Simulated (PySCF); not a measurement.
Molecule: SMILES CO[Si](O)(O)[SiH3]. Atoms near the plane z = 1.0 Å, at the B3LYP/def2-SVP optimised geometry (x, y, z in Å): Si6 (0.7, 0.0, 0.0), H12 (2.2, 0.0, 0.0), H13 (0.3, 1.4, 0.0), H14 (0.3, -0.6, 1.3).

Calculation: B3LYP/def2-TZVP in PySCF. The values are rescaled to run from 0 to 1.

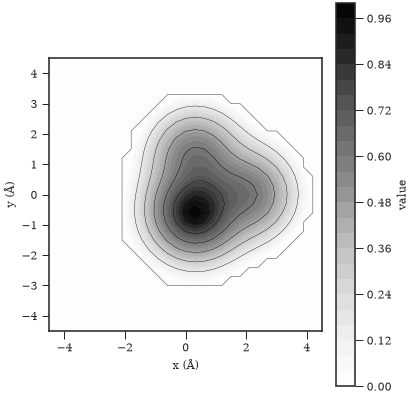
*a field on the plane z = 1.0 Å.*

Q: Which quantity is mapped?
A. electron localisation function
B. Laplacian of the electron density
C. log10 of the electron density
D. deformation density (molecule minus spherical neutral atoms)

A: C, log10 of the electron density. In full: log10 of the electron density (e/bohr³), floored at −4.
